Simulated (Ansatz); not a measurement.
# C3H6FN: a spread of methods and bases, part 2 of 2

Ansatz 0.2.0, Gaussian basis; the settings change from run to run.

**7. B97/aug-cc-pVTZ**

This run has charge -1, multiplicity 2, coordinates scaled by 1.12, a point charge of 1.00 e beside it.

in.yaml

```yaml
crystal:
  periodic: [false, false, false]
  atoms:
    - {symbol: C, position_ang: [-1.451970, -0.605890, 0.472990]}
    - {symbol: C, position_ang: [-0.303087, 0.579246, 0.729556]}
    - {symbol: C, position_ang: [0.991379, 0.672731, 0.002901]}
    - {symbol: N, position_ang: [1.625405, -0.294406, -1.016610]}
    - {symbol: F, position_ang: [1.931512, 1.810617, 0.284707]}
    - {symbol: H, position_ang: [-2.580405, -0.132303, 0.502285]}
    - {symbol: H, position_ang: [-1.326380, -1.149681, -0.617915]}
    - {symbol: H, position_ang: [-1.412339, -1.488719, 1.324459]}
    - {symbol: H, position_ang: [-0.499868, 1.414183, 1.586730]}
    - {symbol: H, position_ang: [2.174210, 0.226471, -1.857103]}
    - {symbol: H, position_ang: [0.924903, -1.096201, -1.389041]}
basis:
  gaussian: {orbitals: aug-cc-pVTZ, point_charges: [{charge: 1.00, position_ang: [5.826, 0.772, -0.513]}]}
total_charge: -1
magnetization: {spin_polarized: true, initial_magnetization: 1}
hamiltonian: {xc: {name: B97}}
output: {forces: true}
```

Launch:

```
> ansatz run in.yaml --threads 4 --pin off --events-out ev --progress --plain --max-ram 10444MiB
```

Log, cut to the lines that bear on the results:

```text
Functional definition: B97
  name "B97"
  cite "Becke, J. Chem. Phys. 107, 8554 (1997) doi:10.1063/1.475007"
[...]
      + integral(e_c_pw_opposite_spin*poly(b97_u_opposite, cos0, cos1, cos2))
1386 factors; their error is unknown
[...]
a density is far from that of the atoms, so the factors are made again for it
2292 factors; integrals over basis functions are off by at most 1.1e-3 eV
mean field -7417.17873917 eV, -272.5762911203 hartree, gradient 2.3e-5 eV, S^2 0.750253; 0 other end points of the search recorded, 0 dependent functions left out
[...]
reference -7417.17884224 eV, -272.5762949078 hartree; 21, 20 occupied and 347, 348 virtual orbitals, 2292 factors
Total energy: -7417.17884224 eV, -272.5762949078 hartree
Atom 0 at    -1.451970    -0.605890     0.472990 Å, force    -0.184371    -0.147257    -0.123043 eV/Å
Atom 1 at    -0.303087     0.579246     0.729556 Å, force     2.567143     0.790968    -1.801617 eV/Å
Atom 2 at     0.991379     0.672731     0.002901 Å, force     0.338354    -1.102479     1.090481 eV/Å
Atom 3 at     1.625405    -0.294406    -1.016610 Å, force    -1.343833     1.322917    -0.386718 eV/Å
Atom 4 at     1.931512     1.810617     0.284707 Å, force    -3.029624    -2.949359    -0.909858 eV/Å
Atom 5 at    -2.580405    -0.132303     0.502285 Å, force     2.956076    -0.998741    -0.060655 eV/Å
Atom 6 at    -1.326380    -1.149681    -0.617915 Å, force    -0.172782     1.450858     2.738580 eV/Å
Atom 7 at    -1.412339    -1.488719     1.324459 Å, force     0.023103     2.298476    -2.069822 eV/Å
Atom 8 at    -0.499868     1.414183     1.586730 Å, force     0.602769    -2.359956    -2.264964 eV/Å
Atom 9 at     2.174210     0.226471    -1.857103 Å, force    -2.057612    -1.116988     2.595788 eV/Å
Atom 10 at     0.924903    -1.096201    -1.389041 Å, force     1.996306     2.953152     1.183382 eV/Å
Dipole moment:    -4.036297    -0.800543     0.498259 e Å
```

Wall time 68 s (4 threads, shared host); peak memory 2.2 GiB.

Largest force 4.325 eV/Å, ⟨S²⟩ 0.750.

**8. B3LYP/aug-pcseg-2**

This run has high accuracy.

in.yaml

```yaml
crystal:
  periodic: [false, false, false]
  atoms:
    - {symbol: C, position_ang: [-1.296402, -0.540973, 0.422312]}
    - {symbol: C, position_ang: [-0.270613, 0.517184, 0.651389]}
    - {symbol: C, position_ang: [0.885160, 0.600652, 0.002590]}
    - {symbol: N, position_ang: [1.451255, -0.262863, -0.907688]}
    - {symbol: F, position_ang: [1.724565, 1.616622, 0.254203]}
    - {symbol: H, position_ang: [-2.303933, -0.118128, 0.448469]}
    - {symbol: H, position_ang: [-1.184268, -1.026501, -0.551709]}
    - {symbol: H, position_ang: [-1.261017, -1.329213, 1.182553]}
    - {symbol: H, position_ang: [-0.446311, 1.262664, 1.416723]}
    - {symbol: H, position_ang: [1.941259, 0.202206, -1.658128]}
    - {symbol: H, position_ang: [0.825806, -0.978751, -1.240216]}
basis:
  gaussian: {orbitals: aug-pcseg-2}
hamiltonian: {xc: {name: B3LYP}}
accuracy: high
output: {forces: true}
```

The command is unchanged.

Log, cut to the lines that bear on the results:

```text
Functional definition: B3LYP
  name "B3LYP"
  cite "Stephens, Devlin, Chabalowski & Frisch, J. Phys. Chem. 98, 11623 (1994) doi:10.1021/j100096a001"
  cite "Becke, Phys. Rev. A 38, 3098 (1988) doi:10.1103/PhysRevA.38.3098"
  cite "Lee, Yang & Parr, Phys. Rev. B 37, 785 (1988) doi:10.1103/PhysRevB.37.785"
  cite "Vosko, Wilk & Nusair, Can. J. Phys. 58, 1200 (1980) doi:10.1139/p80-159"
[...]
5508 factors; integrals over basis functions are off by at most 3.5e-9 eV
[...]
mean field -7418.56866447 eV, -272.6273699330 hartree, gradient 3.7e-8 eV, S^2 0.000000; 0 other end points of the search recorded, 0 dependent functions left out
[...]
reference -7418.56871661 eV, -272.6273718489 hartree; 20, 20 occupied and 348, 348 virtual orbitals, 5508 factors
Total energy: -7418.56871661 eV, -272.6273718489 hartree
Atom 0 at    -1.296402    -0.540973     0.422312 Å, force    -0.189175    -0.150053    -0.025996 eV/Å
Atom 1 at    -0.270613     0.517184     0.651389 Å, force     0.061683     0.174172     0.115343 eV/Å
Atom 2 at     0.885160     0.600652     0.002590 Å, force    -0.313118    -0.173908     0.089693 eV/Å
Atom 3 at     1.451255    -0.262863    -0.907688 Å, force     0.061207    -0.142268    -0.202012 eV/Å
Atom 4 at     1.724565     1.616622     0.254203 Å, force     0.311113     0.389262     0.099047 eV/Å
Atom 5 at    -2.303933    -0.118128     0.448469 Å, force     0.040351    -0.033763     0.003375 eV/Å
Atom 6 at    -1.184268    -1.026501    -0.551709 Å, force    -0.019418     0.015390     0.060265 eV/Å
Atom 7 at    -1.261017    -1.329213     1.182553 Å, force    -0.014824     0.027626    -0.037355 eV/Å
Atom 8 at    -0.446311     1.262664     1.416723 Å, force    -0.008915    -0.052814    -0.048835 eV/Å
Atom 9 at     1.941259     0.202206    -1.658128 Å, force     0.028716    -0.037049    -0.021154 eV/Å
Atom 10 at     0.825806    -0.978751    -1.240216 Å, force     0.042379    -0.016595    -0.032370 eV/Å
Dipole moment:    -0.203847    -0.242450    -0.331570 e Å
```

Wall time 53 s (4 threads, shared host); peak memory 3.6 GiB.

Largest force 0.508 eV/Å, dipole 2.20 D.

**9. BLYP/cc-pVTZ-DK**

This run has atoms shaken by 0.08 Å, D3(BJ) dispersion, relativity set to none, high accuracy.

in.yaml

```yaml
crystal:
  periodic: [false, false, false]
  atoms:
    - {symbol: C, position_ang: [-1.391824, -0.534097, 0.473177]}
    - {symbol: C, position_ang: [-0.325780, 0.448790, 0.625772]}
    - {symbol: C, position_ang: [0.797537, 0.592549, -0.028733]}
    - {symbol: N, position_ang: [1.484043, -0.285325, -0.986380]}
    - {symbol: F, position_ang: [1.708180, 1.699960, 0.253173]}
    - {symbol: H, position_ang: [-2.366925, -0.146454, 0.413085]}
    - {symbol: H, position_ang: [-1.065923, -1.172006, -0.614564]}
    - {symbol: H, position_ang: [-1.237258, -1.400001, 1.197798]}
    - {symbol: H, position_ang: [-0.509493, 1.188185, 1.581503]}
    - {symbol: H, position_ang: [1.890359, 0.149275, -1.646560]}
    - {symbol: H, position_ang: [0.987380, -0.986170, -1.309639]}
basis:
  gaussian: {orbitals: cc-pVTZ-DK}
hamiltonian: {xc: {name: BLYP}, dispersion: d3bj, pseudopotentials: {relativity: none}}
accuracy: high
```

Launched as before.

Log, cut to the lines that bear on the results:

```text
Functional definition: BLYP
  name "BLYP"
  cite "Becke, Phys. Rev. A 38, 3098 (1988) doi:10.1103/PhysRevA.38.3098"
  cite "Lee, Yang & Parr, Phys. Rev. B 37, 785 (1988) doi:10.1103/PhysRevB.37.785"
[...]
4236 factors; integrals over basis functions are off by at most 1.9e-8 eV
[...]
mean field -7413.69805105 eV, -272.4483781910 hartree, gradient 7.1e-8 eV, S^2 0.000000; 0 other end points of the search recorded, 0 dependent functions left out
reference -7413.69810830 eV, -272.4483802948 hartree; 20, 20 occupied and 214, 214 virtual orbitals, 4236 factors
WARN: the results are in doubt because the basis set is contracted for relativity, which is off
Total energy: -7414.09383167 eV, -272.4629228605 hartree
In doubt: the basis set is contracted for relativity, which is off
```

Run time: 11 s. Hardware: 4 threads, shared host; peak memory 1.4 GiB.

**10. BHLYP/x2c-TZVPPall**

This run has D4 dispersion.

in.yaml

```yaml
crystal:
  periodic: [false, false, false]
  atoms:
    - {symbol: C, position_ang: [-1.296402, -0.540973, 0.422312]}
    - {symbol: C, position_ang: [-0.270613, 0.517184, 0.651389]}
    - {symbol: C, position_ang: [0.885160, 0.600652, 0.002590]}
    - {symbol: N, position_ang: [1.451255, -0.262863, -0.907688]}
    - {symbol: F, position_ang: [1.724565, 1.616622, 0.254203]}
    - {symbol: H, position_ang: [-2.303933, -0.118128, 0.448469]}
    - {symbol: H, position_ang: [-1.184268, -1.026501, -0.551709]}
    - {symbol: H, position_ang: [-1.261017, -1.329213, 1.182553]}
    - {symbol: H, position_ang: [-0.446311, 1.262664, 1.416723]}
    - {symbol: H, position_ang: [1.941259, 0.202206, -1.658128]}
    - {symbol: H, position_ang: [0.825806, -0.978751, -1.240216]}
basis:
  gaussian: {orbitals: x2c-TZVPPall}
hamiltonian: {xc: {name: BHLYP}, dispersion: d4}
output: {forces: true}
```

The command is unchanged.

Log, cut to the lines that bear on the results:

```text
Functional definition: BHLYP
  name "BHLYP"
  cite "Becke, J. Chem. Phys. 98, 1372 (1993) doi:10.1063/1.464304"
  cite "Becke, Phys. Rev. A 38, 3098 (1988) doi:10.1103/PhysRevA.38.3098"
  cite "Lee, Yang & Parr, Phys. Rev. B 37, 785 (1988) doi:10.1103/PhysRevB.37.785"
[...]
1361 factors; their error is unknown
[...]
mean field -7418.81798072 eV, -272.6365321361 hartree, gradient 9.5e-6 eV, S^2 0.000000; 0 other end points of the search recorded, 0 dependent functions left out
[...]
reference -7418.81814637 eV, -272.6365382237 hartree; 20, 20 occupied and 219, 219 virtual orbitals, 1361 factors
Total energy: -7419.01045699 eV, -272.6436055085 hartree
Relativity: scalar
Atom 0 at    -1.296402    -0.540973     0.422312 Å, force    -0.217714    -0.224256    -0.047856 eV/Å
Atom 1 at    -0.270613     0.517184     0.651389 Å, force     0.537966     0.268862    -0.095644 eV/Å
Atom 2 at     0.885160     0.600652     0.002590 Å, force    -0.329552     0.069248     0.299443 eV/Å
Atom 3 at     1.451255    -0.262863    -0.907688 Å, force    -0.139336     0.032665    -0.307742 eV/Å
Atom 4 at     1.724565     1.616622     0.254203 Å, force    -0.240814    -0.296294    -0.072950 eV/Å
Atom 5 at    -2.303933    -0.118128     0.448469 Å, force     0.297014    -0.113475    -0.007440 eV/Å
Atom 6 at    -1.184268    -1.026501    -0.551709 Å, force    -0.030595     0.142887     0.286744 eV/Å
Atom 7 at    -1.261017    -1.329213     1.182553 Å, force    -0.002434     0.237342    -0.217597 eV/Å
Atom 8 at    -0.446311     1.262664     1.416723 Å, force     0.050067    -0.233301    -0.258523 eV/Å
Atom 9 at     1.941259     0.202206    -1.658128 Å, force    -0.207778    -0.197069     0.303296 eV/Å
Atom 10 at     0.825806    -0.978751    -1.240216 Å, force     0.283175     0.313391     0.118270 eV/Å
Dipole moment:    -0.206266    -0.251435    -0.347547 e Å
```

Run time: 4.3 s. Hardware: 4 threads, shared host; peak memory 0.62 GiB.

Largest force 0.609 eV/Å, dipole 2.29 D.

**11. The runs in one table**

| level | charge | multiplicity | geometry | functions | energy (eV) | time |
| --- | --- | --- | --- | --- | --- | --- |
| PBE-QIDH/def2-SVPD | 0 | 1 | relaxed | 151 | -7399.385 | 2.6 s |
| LC-wPBE/STO-3G | 0 | 3 | shaken | 31 | -7302.999 | 3.3 s |
| revPBE0/aug-pcseg-2 | 0 | 1 | relaxed | 368 | -7415.279 | 8 s |
| wB97/aug-cc-pVTZ | 1 | 2 | shaken | 368 | -7407.592 | 29 s |
| revPBE/6-31G* | 0 | 1 | relaxed | 87 | -7417.174 | 1.1 s |
| B97/aug-cc-pVTZ | -1 | 2 | scaled, point charge | 368 | -7417.179 | 68 s |
| B3LYP/aug-pcseg-2 | 0 | 1 | relaxed | 368 | -7418.569 | 53 s |
| BLYP/cc-pVTZ-DK | 0 | 1 | shaken | 234 | -7414.094 | 11 s |
| BHLYP/x2c-TZVPPall | 0 | 1 | relaxed | 239 | -7419.010 | 4.3 s |

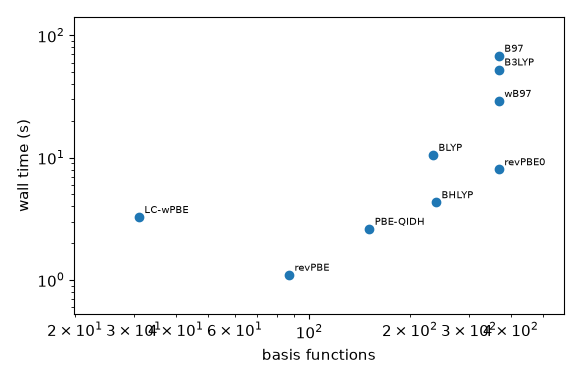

Wall time against the number of basis functions (shared host).

**12. Summary of results**

This closing draws on all 2 parts.

```
                                         quantity                  value
                                             runs                      9
                                         quickest   revPBE/6-31G*, 1.1 s
                                          slowest  B97/aug-cc-pVTZ, 68 s
spread of total energies, same state and geometry                19.6 eV
                  dipole, same state and geometry         2.07 to 2.29 D
```

What this shows: Run time spans a factor of 62, from revPBE/6-31G* to B97/aug-cc-pVTZ. The jobs differ in tasks and options as well as level. Total energies at one charge and spin differ by 20 eV between levels, so only differences within one level mean anything. At the PBE0-D4/def2-TZVP geometry and in the same state, runs without warnings or point charges leave forces up to 1.11 eV/Å (revPBE/6-31G*). At that geometry and state the dipole changes by 10 % between the lowest and highest value.
